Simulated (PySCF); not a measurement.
## Energy and gradient calculation, with input and output: CH₇NOSi

System: CH₇NOSi.
Method: r2SCAN/def2-SVP, RKS (PySCF 2.14.0).

The geometry comes from this level: PBE0-D4/def2-TZVP. Figures and captions count atoms from 1; the log counts them from 0 in places.

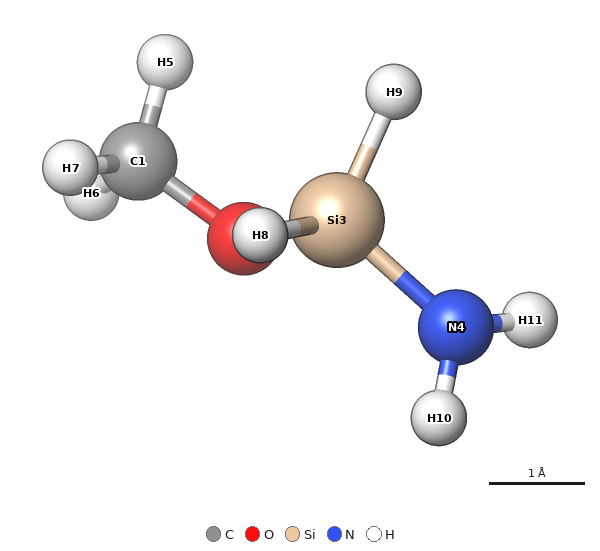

**Figure 1.** The structure as given in the input (ball-and-stick view, seen at a tilt; atoms are numbered from 1 in the order of the input). Bond lengths as drawn: C–H 1.09 to 1.10 Å, C–O 1.41 Å, H–N 1.01 Å, H–Si 1.49 Å, N–Si 1.70 Å and O–Si 1.65 Å.

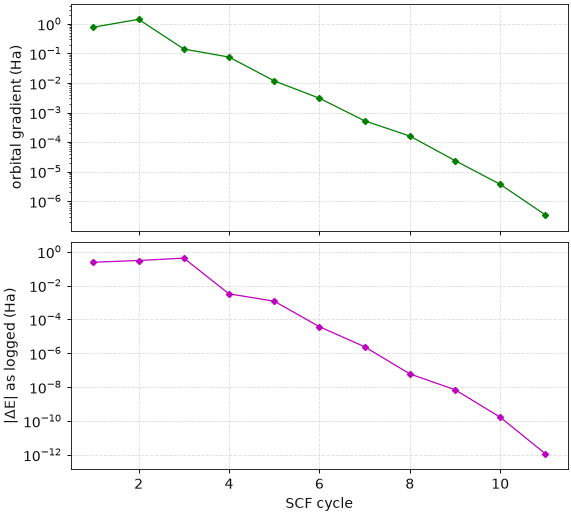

**Figure 2.** Convergence of the self-consistent field: orbital gradient and size of the energy change against the SCF cycle. The residual falls almost steadily, with no more than small rises.

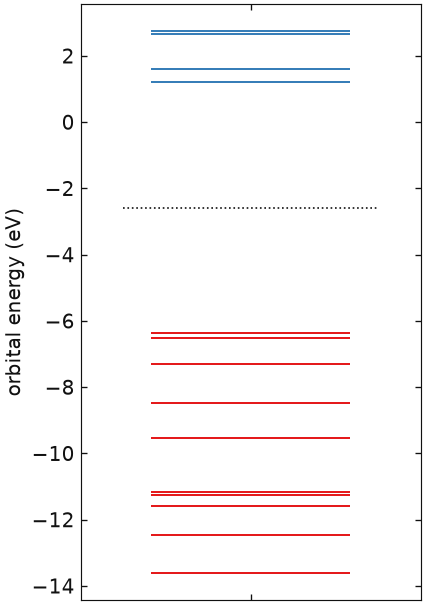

**Figure 3.** Orbital energies near the frontier; the dotted line parts filled from empty levels, and levels within 0.02 eV of each other stand side by side. Highest filled −6.38 eV, lowest empty 1.21 eV, 7.59 eV apart.

These pictures come from the run below.

## Input file (job.py)
```python
import pyscf.grad
from pyscf import gto, dft

system = gto.M(
    atom='''
C     -0.655300     1.711900     0.500200
O     -0.610600     0.508700    -0.227100
Si     0.533800    -0.642700     0.054300
N      0.344700    -2.006900    -0.943700
H      0.258400     2.302900     0.362300
H     -1.501500     2.301200     0.142400
H     -0.790700     1.531800     1.573800
H      0.421900    -1.079900     1.472300
H      1.874600    -0.055000    -0.212100
H     -0.403400    -2.661100    -0.783300
H      0.593600    -1.968000    -1.918400
''',
    basis='def2-svp',
    max_memory=1860,
    verbose=4,
    spin=0,
)

ks = dft.RKS(system, xc='r2scan')
ks.conv_tol = 1e-10
ks.grids.level = 5
ks.kernel()
if not ks.converged:
    ks = ks.newton().run(ks.mo_coeff, ks.mo_occ)

e_final = ks.e_tot
print('E(%s) = %.9f' % ('R2SCAN', e_final))
grad = ks.Gradients().kernel()
dip = ks.dip_moment()
pop, q = ks.mulliken_pop()
```

Launched with:
```bash
OMP_NUM_THREADS=1 python job.py
```

## Log
```
PySCF version 2.14.0

[INPUT] num. atoms = 11
[INPUT] num. electrons = 42
[INPUT] charge = 0
[INPUT] spin (= nelec alpha-beta = 2S) = 0
[INPUT] symmetry False subgroup None
[INPUT] Mole.unit = angstrom
[INPUT] Symbol           X                Y                Z      unit          X                Y                Z       unit  Magmom
[INPUT]  1 C     -0.655300000000   1.711900000000   0.500200000000 AA   -1.238337529427   3.235022152643   0.945241007507 Bohr   0.0
[INPUT]  2 O     -0.610600000000   0.508700000000  -0.227100000000 AA   -1.153866771659   0.961303679566  -0.429156802889 Bohr   0.0
[INPUT]  3 Si     0.533800000000  -0.642700000000   0.054300000000 AA    1.008735805293  -1.214526980258   0.102612128564 Bohr   0.0
[INPUT]  4 N      0.344700000000  -2.006900000000  -0.943700000000 AA    0.651388595138  -3.792491359390  -1.783334543752 Bohr   0.0
[INPUT]  5 H      0.258400000000   2.302900000000   0.362300000000 AA    0.488305230588   4.351850292261   0.684647774930 Bohr   0.0
[INPUT]  6 H     -1.501500000000   2.301200000000   0.142400000000 AA   -2.837423776034   4.348637757849   0.269097000138 Bohr   0.0
[INPUT]  7 H     -0.790700000000   1.531800000000   1.573800000000 AA   -1.494206446694   2.894682477609   2.974050974840 Bohr   0.0
[INPUT]  8 H      0.421900000000  -1.079900000000   1.472300000000 AA    0.797275451954  -2.040715241918   2.782243773197 Bohr   0.0
[INPUT]  9 H      1.874600000000  -0.055000000000  -0.212100000000 AA    3.542480593110  -0.103934936851  -0.400810911020 Bohr   0.0
[INPUT] 10 H     -0.403400000000  -2.661100000000  -0.783300000000 AA   -0.762315518650  -5.028750190080  -1.480222473372 Bohr   0.0
[INPUT] 11 H      0.593600000000  -1.968000000000  -1.918400000000 AA    1.121741427542  -3.718981013144  -3.625250597366 Bohr   0.0

nuclear repulsion = 180.915586350655
number of shells = 47
number of NR pGTOs = 157
number of NR cGTOs = 95
basis = def2-svp
ecp = {}

******** <class 'pyscf.dft.rks.RKS'> ********
method = RKS
initial guess = minao
damping factor = 0
level_shift factor = 0
DIIS = <class 'pyscf.scf.diis.CDIIS'>
diis_start_cycle = 1
diis_space = 8
diis_damp = 0
SCF conv_tol = 1e-10
SCF conv_tol_grad = None
SCF max_cycles = 50
direct_scf = True
direct_scf_tol = 1e-13
XC library pyscf.dft.libxc version 7.0.0
    S. Lehtola, C. Steigemann, M. J.T. Oliveira, and M. A.L. Marques.,  SoftwareX 7, 1–5 (2018)
XC functionals = r2scan
    J. W. Furness, A. D. Kaplan, J. Ning, J. P. Perdew, and J. Sun.,  J. Phys. Chem. Lett. 11, 8208-8215 (2020)
    J. W. Furness, A. D. Kaplan, J. Ning, J. P. Perdew, and J. Sun.,  J. Phys. Chem. Lett. 11, 9248-9248 (2020)
    J. W. Furness, A. D. Kaplan, J. Ning, J. P. Perdew, and J. Sun.,  J. Phys. Chem. Lett. 11, 8208-8215 (2020)
    J. W. Furness, A. D. Kaplan, J. Ning, J. P. Perdew, and J. Sun.,  J. Phys. Chem. Lett. 11, 9248-9248 (2020)
radial grids:
    Treutler-Ahlrichs [JCP 102, 346 (1995); DOI:10.1063/1.469408] (M4) radial grids

becke partition: Becke, JCP 88, 2547 (1988); DOI:10.1063/1.454033
pruning grids: <function nwchem_prune>
grids dens level: 5
symmetrized grids: False
atomic radii adjust function: <function treutler_atomic_radii_adjust>
small_rho_cutoff = 0
Set gradient conv threshold to 1e-05
Initial guess from minao.
tot grids = 336408
init E= -461.607641261012
  HOMO = -0.337916631231759  LUMO = -0.0128044106749877  gap/eV = 8.84675
cycle= 1 E= -461.369740175089  delta_E= 0.238  |g|= 0.773  |ddm|= 3.12
  HOMO = -0.0946743223591504  LUMO = 0.0746271358928179  gap/eV = 4.60693
cycle= 2 E= -461.068849664562  delta_E= 0.301  |g|= 1.43  |ddm|= 2.09
  HOMO = -0.223831700285787  LUMO = 0.0487644366137938  gap/eV = 7.41772
cycle= 3 E= -461.484145560023  delta_E= -0.415  |g|= 0.141  |ddm|=  1.6
  HOMO = -0.236102762680747  LUMO = 0.0428122482069289  gap/eV = 7.58966
cycle= 4 E= -461.487368267273  delta_E= -0.00322  |g|= 0.0754  |ddm|= 0.172
  HOMO = -0.232993549533007  LUMO = 0.0442189246216826  gap/eV = 7.54334
cycle= 5 E= -461.48855751927  delta_E= -0.00119  |g|= 0.0118  |ddm|= 0.0652
  HOMO = -0.234397034742927  LUMO = 0.0445131105090253  gap/eV = 7.58953
cycle= 6 E= -461.488594322922  delta_E= -3.68e-05  |g|= 0.00305  |ddm|= 0.0143
  HOMO = -0.234384795214901  LUMO = 0.0444316312715269  gap/eV = 7.58698
cycle= 7 E= -461.488596729954  delta_E= -2.41e-06  |g|= 0.000524  |ddm|= 0.00322
  HOMO = -0.234402847438478  LUMO = 0.0444202404171348  gap/eV = 7.58716
cycle= 8 E= -461.488596789794  delta_E= -5.98e-08  |g|= 0.00016  |ddm|= 0.000623
  HOMO = -0.234387420311482  LUMO = 0.0444297038471446  gap/eV = 7.58700
cycle= 9 E= -461.488596796764  delta_E= -6.97e-09  |g|= 2.36e-05  |ddm|= 0.000222
  HOMO = -0.234391304186795  LUMO = 0.0444260936427643  gap/eV = 7.58701
cycle= 10 E= -461.488596796929  delta_E= -1.65e-10  |g|= 3.72e-06  |ddm|= 3.53e-05
  HOMO = -0.234391608427655  LUMO = 0.044425993749686  gap/eV = 7.58701
cycle= 11 E= -461.48859679693  delta_E= -1.14e-12  |g|= 3.41e-07  |ddm|= 5.71e-06
  HOMO = -0.234391531726696  LUMO = 0.0444260459855852  gap/eV = 7.58701
Extra cycle  E= -461.488596796934  delta_E= -4.43e-12  |g|= 2.63e-07  |ddm|= 6.62e-07
converged SCF energy = -461.488596796934
E(R2SCAN) = -461.488596797

******** <class 'pyscf.grad.rks.Gradients'> for <class 'pyscf.dft.rks.RKS'> ********
unit = Eh/Bohr
grid_response = False
--------------- RKS gradients ---------------
         x                y                z
0 C     0.0008555068     0.0050415762     0.0039604446
1 O     0.0094489243    -0.0084869502     0.0029044850
2 Si    -0.0085065105     0.0053944011    -0.0039742257
3 N    -0.0032523088     0.0013982768    -0.0018551721
4 H    -0.0052407369    -0.0042451028     0.0003116982
5 H     0.0047622719    -0.0042903223     0.0014029317
6 H     0.0008136517     0.0002193068    -0.0066540205
7 H    -0.0000107682     0.0010291764    -0.0028160790
8 H    -0.0027945534    -0.0009371510     0.0004137215
9 H     0.0053759288     0.0048454385    -0.0007278754
10 H    -0.0014822812     0.0000586039     0.0070272296
----------------------------------------------
Dipole moment(X, Y, Z, Debye): -0.44140, -0.00876, -0.36881
 ** Mulliken pop  **
pop of  0 C 1s            1.98536
pop of  0 C 2s            0.90474
pop of  0 C 3s            0.12351
pop of  0 C 2px           0.73936
pop of  0 C 2py           0.61434
pop of  0 C 2pz           0.69380
pop of  0 C 3px           0.29680
pop of  0 C 3py           0.17145
pop of  0 C 3pz           0.24800
pop of  0 C 3dxy          0.01554
pop of  0 C 3dyz          0.01255
pop of  0 C 3dz^2         0.01460
pop of  0 C 3dxz          0.00297
pop of  0 C 3dx2-y2       0.00899
pop of  1 O 1s            1.98858
pop of  1 O 2s            1.07555
pop of  1 O 3s            0.70742
pop of  1 O 2px           1.02378
pop of  1 O 2py           0.86539
pop of  1 O 2pz           1.00265
pop of  1 O 3px           0.66939
pop of  1 O 3py           0.48879
pop of  1 O 3pz           0.68249
pop of  1 O 3dxy          0.00258
pop of  1 O 3dyz          0.00315
pop of  1 O 3dz^2         0.00186
pop of  1 O 3dxz          0.00154
pop of  1 O 3dx2-y2       0.00212
pop of  2 Si 1s           1.99919
pop of  2 Si 2s           1.98289
pop of  2 Si 3s           0.94211
pop of  2 Si 4s           0.13463
pop of  2 Si 2px          1.97631
pop of  2 Si 2py          1.97612
pop of  2 Si 2pz          1.97664
pop of  2 Si 3px          0.40067
pop of  2 Si 3py          0.39722
pop of  2 Si 3pz          0.42525
pop of  2 Si 4px          0.26648
pop of  2 Si 4py          0.18500
pop of  2 Si 4pz          0.28618
pop of  2 Si 3dxy         0.09962
pop of  2 Si 3dyz         0.08312
pop of  2 Si 3dz^2        0.08771
pop of  2 Si 3dxz         0.03015
pop of  2 Si 3dx2-y2      0.09351
pop of  3 N 1s            1.98680
pop of  3 N 2s            0.97708
pop of  3 N 3s            0.43481
pop of  3 N 2px           0.85876
pop of  3 N 2py           0.83496
pop of  3 N 2pz           0.77676
pop of  3 N 3px           0.60185
pop of  3 N 3py           0.53059
pop of  3 N 3pz           0.40046
pop of  3 N 3dxy          0.00239
pop of  3 N 3dyz          0.00097
pop of  3 N 3dz^2         0.00390
pop of  3 N 3dxz          0.00019
pop of  3 N 3dx2-y2       0.00088
pop of  4 H 1s            0.75449
pop of  4 H 2s            0.19446
pop of  4 H 2px           0.01229
pop of  4 H 2py           0.00712
pop of  4 H 2pz           0.00564
pop of  5 H 1s            0.75447
pop of  5 H 2s            0.18343
pop of  5 H 2px           0.01168
pop of  5 H 2py           0.00653
pop of  5 H 2pz           0.00624
pop of  6 H 1s            0.75437
pop of  6 H 2s            0.19479
pop of  6 H 2px           0.00648
pop of  6 H 2py           0.00399
pop of  6 H 2pz           0.01459
pop of  7 H 1s            0.75223
pop of  7 H 2s            0.37349
pop of  7 H 2px           0.00096
pop of  7 H 2py           0.00146
pop of  7 H 2pz           0.00789
pop of  8 H 1s            0.75225
pop of  8 H 2s            0.37327
pop of  8 H 2px           0.00730
pop of  8 H 2py           0.00191
pop of  8 H 2pz           0.00111
pop of  9 H 1s            0.70588
pop of  9 H 2s            0.10348
pop of  9 H 2px           0.01957
pop of  9 H 2py           0.01811
pop of  9 H 2pz           0.01156
pop of  10 H 1s           0.70579
pop of  10 H 2s           0.10339
pop of  10 H 2px          0.01425
pop of  10 H 2py          0.01240
pop of  10 H 2pz          0.02261
 ** Mulliken atomic charges  **
charge of    0C =      0.16798
charge of    1O =     -0.51527
charge of    2Si =      0.65719
charge of    3N =     -0.41041
charge of    4H =      0.02600
charge of    5H =      0.03766
charge of    6H =      0.02577
charge of    7H =     -0.13603
charge of    8H =     -0.13584
charge of    9H =      0.14140
charge of   10H =      0.14156
```

## Key numbers

| quantity | value |
| --- | --- |
| outcome | converged |
| total energy | −461.488597 hartree |
| basis functions | 95 |
| largest force | 0.670 eV/Å |
| HOMO | −6.38 eV |
| LUMO | 1.21 eV |
| dipole moment | 0.58 D |
| hardware | 1 thread of Intel Xeon @ 2.50GHz (Skylake/Cascade Lake), 189 GiB of memory available, shared host |
| wall time | 1.7 min |
| peak memory | 0.94 GiB |
